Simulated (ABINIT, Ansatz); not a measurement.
# Dielectric function and optical constants of BaCa2As2 (model structure)

Aim: the dielectric function of BaCa2As2 (model structure), and the optical constants that follow from it. The cell was made here by substitution or stacking, whether or not such a phase is known. It was built so: All Mg replaced by Ca and P replaced by As in the P-3m1 structure of BaMg2P2. The cell is first relaxed with Ansatz.

Method: DFT, PBE, plane waves with norm-conserving potentials (PseudoDojo), scalar-relativistic, independent-particle linear optical response without local fields, in ABINIT 10.8.3.

## Step 1: The starting structure

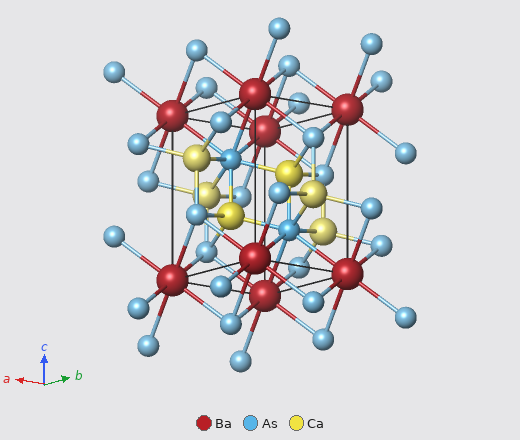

Start, viewed from a free direction; barium red, arsenic blue, calcium yellow. Some periodic images of atoms are drawn too.

## Step 2: Relaxation

Spectra hang on bond lengths, so the cell is first brought to its minimum.

This step: DFT, PBE, plane-wave PAW, default files, scalar-relativistic, relaxation (Ansatz 0.2.0).

Input file input.yaml:

```yaml
crystal:
  lattice:
    - [4.8947606029, 0.0, 0.0]
    - [-2.4473803014, 4.2389870275, 0.0]
    - [0.0, 0.0, 8.53416457]
  atoms:
    - { symbol: Ba, position: [0.0, 0.0, 0.0] }
    - { symbol: As, position: [0.3333333333, 0.6666666667, 0.27875147] }
    - { symbol: As, position: [0.6666666667, 0.3333333333, 0.72124853] }
    - { symbol: Ca, position: [0.3333333333, 0.6666666667, 0.62186273] }
    - { symbol: Ca, position: [0.6666666667, 0.3333333333, 0.37813727] }
kpoints:
  mp_grid: { grid: [5, 5, 3] }
scf:
  occupations: { method: fermi_dirac, width: 0.05 }
hamiltonian:
  xc: pbe
output:
  forces: true
  stress: true
relax:
  f_tol: 0.02
  max_steps: 50
  cell: {}
```

Started as:

```
$ ansatz run input.yaml --threads 4 --pin off --max-ram 8192MiB --backend cpu --events-out ev --progress --plain --runs-dir out
```

Numbers of over 12 decimals in the logs are rounded to 6 here.

The log of the run:

```text
Engine: ansatz 0.2.0, x86_64-unknown-linux-gnu
Pseudopotentials: kind: paw
Pseudopotential: Ba, paw, valence charge 10, recommended cutoff 420 eV (normal), Ba.paw.azcp
Pseudopotential: As, paw, valence charge 15, recommended cutoff 420 eV (normal), As.paw.azcp
Pseudopotential: Ca, paw, valence charge 10, recommended cutoff 420 eV (normal), Ca.paw.azcp
Functional definition: PBE
  parameter kappa = 0.804
  parameter beta = 0.066725
  exchange = pbe_x(kappa = kappa, mu = beta*pi^2/3)
  correlation = pbe_c(beta = beta)
Crystal: 5 atoms, lattice volume = 177.074 Å³
Basis set: ecut = 420 eV, 3467 PW (Γ), exchange–correlation on 72×72×120 points (8 copies of the dense FFT grid, shifted against one another)
Bands: 36, of which v1, the nominal top of the filled ones, is band 30 counted from 1 (29 counted from 0)
Symmetry: 12 space group operations
Space group: P-3m1 (ITA 164), of the structure as read, at distance tolerance 5.6e-5 Å
k-points: 12 of 75
Non-local potential: Ba, projectors of the file, l = 0: 3, l = 1: 2, l = 2: 2, l = 3: 2
Non-local potential: As, projectors of the file, l = 0: 2, l = 1: 2, l = 2: 3, l = 3: 1
Non-local potential: Ca, projectors of the file, l = 0: 3, l = 1: 2, l = 2: 2
PAW form: soft (Blöchl's): semilocal exchange-correlation on the pseudo side does not see the compensation charge
PAW one-centre angular grid: Ba, 194 points (default); XC on 64 Gauss nodes
PAW one-centre angular grid: As, 590 points (default); XC on 64 Gauss nodes
PAW one-centre angular grid: Ca, 110 points (default); XC on 64 Gauss nodes
Initial density: superposition of atomic densities (neutral atoms: chi_scale 0, normalization atom), corrected by the library's trained network
Initial wavefunctions: pseudopotential atomic-orbital guess
Functional: x = pbe(κ = 0.804, μ = 0.219515), c = pbe(β = 0.066725)
SCF iter   1: F=—  HF=-19301.238708 eV  |F-HF|=—  |Δ(HF+E_count)|=         —  Δρ=1.04e-3  dr2=5.66e-3  ethr=1.77e-3  ⟨swp⟩=9.0  Hψ=2098  notcnv=0
preconditioner: auto → Resta (q_TF=auto, 2.278 Å⁻¹)  ε∞=3.4  [insulator: Δε(μ)=1.505 eV  Ē_g=8.454 eV  σ=0.050 eV  W_gap=1.00  n_scr=36 (ndim 8)  ℏωp=13.1 eV  f_vac=0.030  D(μ)=0.00/eV (n_scr^D=0)  ε∞_Penn≈3.4]
SCF iter   2: F=—  HF=-19301.239138 eV  |F-HF|=—  |Δ(HF+E_count)|=   4.30e-4  Δρ=5.72e-4  dr2=1.57e-3  ethr=9.43e-6  ⟨swp⟩=2.0  Hψ=648  notcnv=0  defer=3
SCF iter   3: F=—  HF=-19301.239238 eV  |F-HF|=—  |Δ(HF+E_count)|=   9.93e-5  Δρ=2.01e-4  dr2=3.28e-4  ethr=2.62e-6  ⟨swp⟩=2.1  Hψ=551  notcnv=0  defer=3
SCF iter   4: F=—  HF=-19301.239205 eV  |F-HF|=—  |Δ(HF+E_count)|=   3.26e-5  Δρ=9.48e-5  dr2=3.63e-5  ethr=5.47e-7  ⟨swp⟩=2.9  Hψ=659  notcnv=0  defer=3
SCF iter   5: F=—  HF=-19301.239156 eV  |F-HF|=—  |Δ(HF+E_count)|=   4.90e-5  Δρ=4.34e-5  dr2=9.26e-6  ethr=6.06e-8  ⟨swp⟩=3.0  Hψ=757  notcnv=0  defer=3
SCF iter   6: F=—  HF=-19301.239158 eV  |F-HF|=—  |Δ(HF+E_count)|=   2.50e-6  Δρ=1.19e-5  dr2=6.32e-7  ethr=1.54e-8  ⟨swp⟩=2.0  Hψ=513  notcnv=0  defer=3
SCF iter   7: F=-19301.239159 eV  HF=-19301.239159 eV  |F-HF|=2.00e-8  |Δ(HF+E_count)|=   4.44e-7  Δρ=3.30e-6  dr2=4.64e-8  ethr=1.67e-10  ⟨swp⟩=3.2  Hψ=1813  notcnv=0
SCF 1 converged in 7 iterations: F = -19301.239159 eV  dr2 = 4.64e-8
  greatest PAW one-centre occupation: 0.999 electrons in one spin orbital (limit 2), on the As atom at site 2 (counted from 0), in its partial waves of l = 2
relax step   1: F+E_penalty+E_count = -19301.23915886 eV  Δ(F+E_penalty+E_count) = +0.000e0 eV  max|allowed force component| = 7.345e-1 eV/Å  Δτ_max = 0.0000 Å  P = -1.019 GPa  Ω = 177.074 Å³  (7 SCF iters, dr2 threshold 1.00e-7 eV, accepted)
Crystal: 5 atoms, lattice volume = 170.788 Å³
Basis set: ecut = 420 eV, 3369 PW (Γ), exchange–correlation on 72×72×120 points (8 copies of the dense FFT grid, shifted against one another)
Initial density: handed on by an earlier stage of this run
Initial wavefunctions: those handed on with the density
iter 1 solved again at ethr=4.28e-4 eV; its pass at ethr=3.10e-3 eV (dr2=2.57e-1 eV) is discarded
SCF iter   1: F=—  HF=-19301.555432 eV  |F-HF|=—  |Δ(HF+E_count)|=         —  Δρ=1.17e-2  dr2=2.57e-1  ethr=4.28e-4  ⟨swp⟩=1.7  Hψ=2565  notcnv=0
preconditioner: auto → Resta (q_TF=auto, 2.292 Å⁻¹)  ε∞=3.5  [insulator: Δε(μ)=1.489 eV  Ē_g=8.439 eV  σ=0.050 eV  W_gap=1.00  n_scr=34 (ndim 8)  ℏωp=13.3 eV  f_vac=0.025  D(μ)=0.00/eV (n_scr^D=0)  ε∞_Penn≈3.5]
SCF iter   2: F=—  HF=-19301.491313 eV  |F-HF|=—  |Δ(HF+E_count)|=   6.41e-2  Δρ=5.47e-3  dr2=3.88e-2  ethr=4.28e-4  ⟨swp⟩=3.3  Hψ=715  notcnv=0
SCF iter   3: F=—  HF=-19301.480764 eV  |F-HF|=—  |Δ(HF+E_count)|=   1.05e-2  Δρ=9.23e-4  dr2=1.49e-3  ethr=6.47e-5  ⟨swp⟩=2.5  Hψ=855  notcnv=0  defer=2
SCF iter   4: F=—  HF=-19301.480981 eV  |F-HF|=—  |Δ(HF+E_count)|=   2.17e-4  Δρ=3.31e-4  dr2=1.30e-4  ethr=2.48e-6  ⟨swp⟩=2.0  Hψ=782  notcnv=0  defer=2
SCF iter   5: F=—  HF=-19301.481081 eV  |F-HF|=—  |Δ(HF+E_count)|=   9.96e-5  Δρ=1.07e-4  dr2=3.43e-5  ethr=2.16e-7  ⟨swp⟩=2.1  Hψ=774  notcnv=0  defer=2
SCF iter   6: F=—  HF=-19301.481082 eV  |F-HF|=—  |Δ(HF+E_count)|=   1.20e-6  Δρ=4.32e-5  dr2=5.18e-6  ethr=5.71e-8  ⟨swp⟩=2.2  Hψ=770  notcnv=0  defer=2
SCF iter   7: F=—  HF=-19301.481088 eV  |F-HF|=—  |Δ(HF+E_count)|=   6.31e-6  Δρ=1.50e-5  dr2=6.25e-7  ethr=8.63e-9  ⟨swp⟩=2.0  Hψ=784  notcnv=0  defer=2
SCF iter   8: F=-19301.481089 eV  HF=-19301.481089 eV  |F-HF|=2.59e-9  |Δ(HF+E_count)|=   4.02e-7  Δρ=2.65e-6  dr2=2.01e-8  ethr=8.33e-10  ⟨swp⟩=5.1  Hψ=1759  notcnv=0
SCF 2 converged in 8 iterations: F = -19301.481089 eV  dr2 = 2.01e-8
relax step   2: F+E_penalty+E_count = -19301.48108885 eV  Δ(F+E_penalty+E_count) = -2.419e-1 eV  max|allowed force component| = 1.108e-1 eV/Å  Δτ_max = 0.1934 Å  P = -0.913 GPa  Ω = 170.788 Å³  energy of the carried Pulay correction = +3.009e-4 eV  (8 SCF iters, dr2 threshold 5.00e-7 eV, accepted)
Crystal: 5 atoms, lattice volume = 166.948 Å³
Basis set: ecut = 420 eV, 3297 PW (Γ), exchange–correlation on 72×72×120 points (8 copies of the dense FFT grid, shifted against one another)
iter 1 solved again at ethr=2.64e-5 eV; its pass at ethr=3.10e-3 eV (dr2=1.58e-2 eV) is discarded
SCF iter   1: F=—  HF=-19301.502206 eV  |F-HF|=—  |Δ(HF+E_count)|=         —  Δρ=1.93e-3  dr2=1.61e-2  ethr=2.64e-5  ⟨swp⟩=2.1  Hψ=2681  notcnv=0
preconditioner: auto → Resta (q_TF=auto, 2.300 Å⁻¹)  ε∞=3.6  [insulator: Δε(μ)=1.512 eV  Ē_g=8.415 eV  σ=0.050 eV  W_gap=1.00  n_scr=34 (ndim 8)  ℏωp=13.5 eV  f_vac=0.022  D(μ)=0.00/eV (n_scr^D=0)  ε∞_Penn≈3.6]
SCF iter   2: F=—  HF=-19301.499028 eV  |F-HF|=—  |Δ(HF+E_count)|=   3.18e-3  Δρ=8.32e-4  dr2=1.20e-3  ethr=2.64e-5  ⟨swp⟩=2.0  Hψ=661  notcnv=0
SCF iter   3: F=—  HF=-19301.498964 eV  |F-HF|=—  |Δ(HF+E_count)|=   6.40e-5  Δρ=3.48e-4  dr2=1.88e-4  ethr=2.00e-6  ⟨swp⟩=2.0  Hψ=714  notcnv=0
SCF iter   4: F=—  HF=-19301.498969 eV  |F-HF|=—  |Δ(HF+E_count)|=   5.36e-6  Δρ=7.03e-5  dr2=1.69e-5  ethr=3.13e-7  ⟨swp⟩=2.1  Hψ=763  notcnv=0
SCF iter   5: F=—  HF=-19301.498975 eV  |F-HF|=—  |Δ(HF+E_count)|=   5.60e-6  Δρ=3.32e-5  dr2=3.46e-6  ethr=2.82e-8  ⟨swp⟩=2.0  Hψ=782  notcnv=0
SCF iter   6: F=—  HF=-19301.498976 eV  |F-HF|=—  |Δ(HF+E_count)|=   1.46e-6  Δρ=1.42e-5  dr2=6.81e-7  ethr=5.77e-9  ⟨swp⟩=2.0  Hψ=775  notcnv=0
SCF iter   7: F=-19301.498977 eV  HF=-19301.498977 eV  |F-HF|=1.96e-8  |Δ(HF+E_count)|=   4.47e-7  Δρ=3.45e-6  dr2=2.17e-8  ethr=8.33e-10  ⟨swp⟩=5.2  Hψ=1858  notcnv=0
SCF 3 converged in 7 iterations: F = -19301.498977 eV  dr2 = 2.17e-8
relax step   3: F+E_penalty+E_count = -19301.49897659 eV  Δ(F+E_penalty+E_count) = -1.789e-2 eV  max|allowed force component| = 2.692e-2 eV/Å  Δτ_max = 0.0374 Å  P = -0.155 GPa  Ω = 166.948 Å³  energy of the carried Pulay correction = +4.902e-4 eV  (7 SCF iters, dr2 threshold 5.00e-7 eV, accepted)
[...]
relax step   4: F+E_penalty+E_count = -19301.49961250 eV  Δ(F+E_penalty+E_count) = -6.359e-4 eV  max|allowed force component| = 1.328e-2 eV/Å  Δτ_max = 0.0035 Å  P = +0.014 GPa  Ω = 166.133 Å³  energy of the carried Pulay correction = +5.309e-4 eV  (5 SCF iters, dr2 threshold 1.64e-7 eV, accepted)
[...]
relax step   5: F+E_penalty+E_count = -19301.49916782 eV  Δ(F+E_penalty+E_count) = +4.447e-4 eV  max|allowed force component| = 1.332e-2 eV/Å  Δτ_max = 0.0000 Å  P = +0.012 GPa  Ω = 166.133 Å³  stress off target by 5.10e-2 GPa  SCF on the basis re-selected at this cell (its energy is not comparable with the rows above)  (6 SCF iters)
[...]
relax step   6: F+E_penalty+E_count = -19301.49926893 eV  Δ(F+E_penalty+E_count) = -1.011e-4 eV  max|allowed force component| = 2.549e-3 eV/Å  Δτ_max = 0.0023 Å  P = +0.005 GPa  Ω = 166.176 Å³  energy of the carried Pulay correction = -2.110e-6 eV  (5 SCF iters, dr2 threshold 6.49e-9 eV, accepted)
iter 1 solved again at ethr=2.81e-7 eV; its pass at ethr=3.10e-3 eV (dr2=1.69e-4 eV) is discarded
SCF iter   1: F=—  HF=-19301.499252 eV  |F-HF|=—  |Δ(HF+E_count)|=         —  Δρ=2.34e-6  dr2=3.85e-9  ethr=2.81e-7  ⟨swp⟩=3.0  Hψ=3379  notcnv=0
eigensolver tolerance schedule: the retry pair's looser diagonalisation over-reported the residual by 43868.05 of it (diagonalisation noise at an unbounded share of the residual, at the tolerance the schedule requests for it); recorded, not acted on — ethr = c·dr2/N_el stays at c = 1.0e-1
preconditioner: auto → Resta (q_TF=auto, 2.302 Å⁻¹)  ε∞=3.6  [insulator: Δε(μ)=1.544 eV  Ē_g=8.420 eV  σ=0.050 eV  W_gap=1.00  n_scr=34 (ndim 8)  ℏωp=13.5 eV  f_vac=0.024  D(μ)=0.00/eV (n_scr^D=0)  ε∞_Penn≈3.6]
SCF iter   2: F=—  HF=-19301.499267 eV  |F-HF|=—  |Δ(HF+E_count)|=   1.55e-5  Δρ=1.24e-6  dr2=1.33e-9  ethr=6.42e-12  ⟨swp⟩=3.0  Hψ=1147  notcnv=0
SCF iter   3: F=—  HF=-19301.499267 eV  |F-HF|=—  |Δ(HF+E_count)|=   3.25e-8  Δρ=6.26e-7  dr2=5.21e-10  ethr=2.22e-12  ⟨swp⟩=2.0  Hψ=475  notcnv=0
SCF iter   4: F=-19301.499267 eV  HF=-19301.499267 eV  |F-HF|=4.26e-10  |Δ(HF+E_count)|=   7.56e-9  Δρ=1.57e-7  dr2=1.82e-11  ethr=1.00e-12  ⟨swp⟩=4.0  Hψ=1781  notcnv=0
SCF 7 converged in 4 iterations: F = -19301.499267 eV  dr2 = 1.82e-11
relax step   7: F+E_penalty+E_count = -19301.49926747 eV  Δ(F+E_penalty+E_count) = +1.468e-6 eV  max|allowed force component| = 2.543e-3 eV/Å  Δτ_max = 0.0000 Å  P = +0.005 GPa  Ω = 166.176 Å³  stress off target by 1.55e-2 GPa  SCF on the basis re-selected at this cell (its energy is not comparable with the rows above)  (4 SCF iters)
basis re-selected at this cell: Δ(F+E_penalty+E_count) = +1.468e-6 eV, ΔP = +0.000 GPa vs the last step (what re-selecting the basis moved, of the pressure what is left beyond the Pulay correction that the steps carried, after the strain that the cell walked since its last selection, with what the two solves' SCF thresholds leave and, on support functions, any second-order correction that the steps lacked; it is no m [...]
SCF converged after 4 iterations
Free energy (F): -19301.499267 eV
Harris-Foulkes:  -19301.499267 eV  (|F-HF|=4.26e-10)
Internal energy: -19301.499267 eV  (E = F + TS)
E sigma→0 (E₀):  -19301.499267 eV
Entropy (-TS):   -0.000000 eV (-0.000 meV/atom)
Fermi energy:    6.865917 eV
--- Per-component energies (eV) ---
  E_band       = -883.280832
  E_kinetic    = 931.396366
  E_local      = -6263.219015  (includes V_loc(G=0)·N_el)
  E_nonlocal   = -1156.949626
  E_hartree    = 2972.753102
  E_xc         = -602.134122
  E_vxc        = -638.043375  (∫ρ·V_xc dr)
  E_paw        = -10613.526986  (= ΣΔE_a)
  E_vpaw       = 298.028656  (= ΣTr[D̂ρ^β])
  E_aug_tail   = 0.000001  (compensation charges beyond the density's cutoff)
  E_ewald      = -4569.818987
  E_smearing   = -0.000000  (= −TS)
  E_closure    = 0.000000  (closes the sum)
  Σ components = -19301.499267   (vs F -19301.499267, Δ=0.00e0)
--- Forces (eV/Å), atoms counted from 1 ---
  atom   1  Ba     0.00000000     0.00000000     0.00000000
  atom   2  As     0.00000000     0.00000000     0.00161812
  atom   3  As    -0.00000000    -0.00000000    -0.00161812
  atom   4  Ca     0.00000000    -0.00000000    -0.00254333
  atom   5  Ca    -0.00000000     0.00000000     0.00254333
  max |Σ_I F_I| component: 3.64e-17 eV/Å
--- Stress (GPa, compression-positive) ---
        0.015466       0.000000      -0.000000
       -0.000000       0.015466      -0.000000
       -0.000000      -0.000000      -0.015523
  P = ⅓ Tr σ = 0.0051 GPa (0.051 kbar)
--- Relaxed structure (5 steps of the walk, 5 accepted, 2 SCFs on fresh bases) ---
  F+E_penalty+E_count = -19301.49926747 eV   max|allowed force component| = 2.543e-3 eV/Å   (the final SCF, on the basis selected at the relaxed cell)
  cell:  # Å, volume = 166.1764 Å³
    - [4.889808, -2.883825274657398e-11, 0]
    - [-2.444904, 4.234698, 0]
    - [0, 0, 8.025184]
  atoms:
    - { symbol: Ba, position: [0, 0, -6.606213473716295e-19] }
    - { symbol: As, position: [0.333333, 0.666667, 0.255671] }
    - { symbol: As, position: [0.666667, 0.333333, 0.744329] }
    - { symbol: Ca, position: [0.333333, 0.666667, 0.637707] }
    - { symbol: Ca, position: [0.666667, 0.333333, 0.362293] }
```

The job ended after 3.2 s (4 threads of AMD EPYC 9R45, shared host; peak memory 0.62 GiB; 11 s of CPU time).

The steps of the relaxation:

| step | energy less that of the first step (eV) | largest force component (eV/Å) | pressure (GPa) | volume (Å³) |
| --- | --- | --- | --- | --- |
| 1 | 0.0000 | 0.7345 | -1.02 | 177.07 |
| 2 | -0.2419 | 0.1108 | -0.91 | 170.79 |
| 3 | -0.2598 | 0.0269 | -0.15 | 166.95 |
| 4 | -0.2605 | 0.0133 | 0.01 | 166.13 |
| 5* | -0.2600 | 0.0133 | 0.01 | 166.13 |
| 6 | -0.2601 | 0.0025 | 0.01 | 166.18 |
| 7* | -0.2601 | 0.0025 | 0.01 | 166.18 |

Relaxation steps marked * repeat the geometry before them on a plane-wave basis chosen anew for their cell, so energy and pressure can jump there.

The run keeps the 12 symmetry operations that it works with, so distortions that break them were not tested.

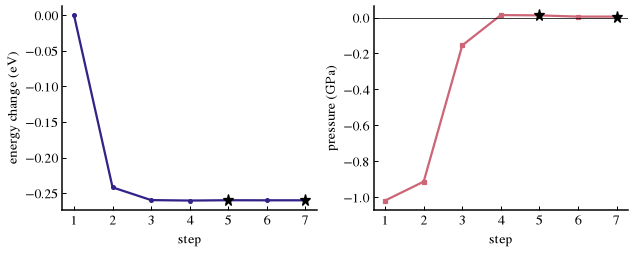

Energy and pressure along the relaxation. Stars mark steps on a basis chosen anew.

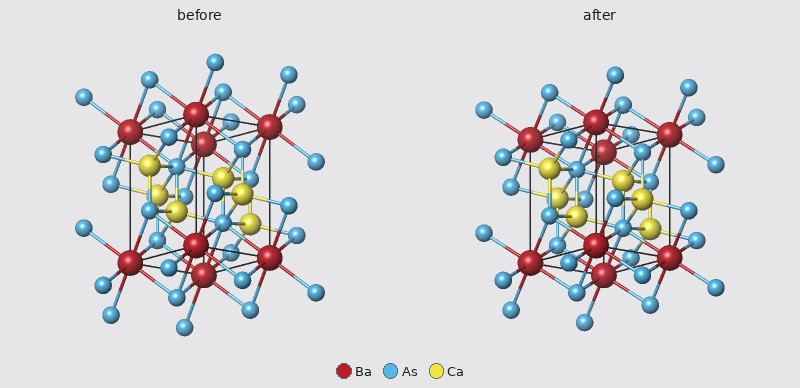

Before and after, at one scale.

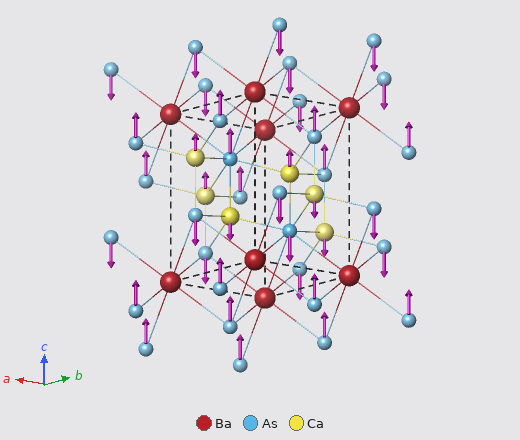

Displacements in the relaxation, exaggerated, measured against the changing cell; the longest in the cell stands for 0.19 Å. Some periodic images of atoms are drawn too.

| conventional cell, symmetrised | before | after | change |
| --- | --- | --- | --- |
| a (Å) | 4.895 | 4.890 | -0.1 % |
| b (Å) | 4.895 | 4.890 | -0.1 % |
| c (Å) | 8.534 | 8.025 | -6.0 % |
| volume (Å³/atom) | 35.41 | 33.24 | -6.2 % |

The atoms that moved most (Å, as changes of fractional coordinates times the final cell):

| atom | dx | dy | dz | length |
| --- | --- | --- | --- | --- |
| As2 | 0.000 | 0.000 | -0.185 | 0.185 |
| As3 | 0.000 | 0.000 | 0.185 | 0.185 |
| Ca4 | 0.000 | 0.000 | 0.127 | 0.127 |
| Ca5 | 0.000 | 0.000 | -0.127 | 0.127 |

The relaxation ends with a largest force component of 0.0025 eV/Å and a pressure of 0.01 GPa.

(Part 1 of 2 ends here.)

[Logs are printed without paths, hosts, clocks, repeated set-up lines and the standing remarks that a program may print on its own settings, such as how far it seeks lower states.]

[Hosts, paths, dates, database ids (printed as entryN), source tags and the programs' standing remarks are cut or masked in the printed files.]
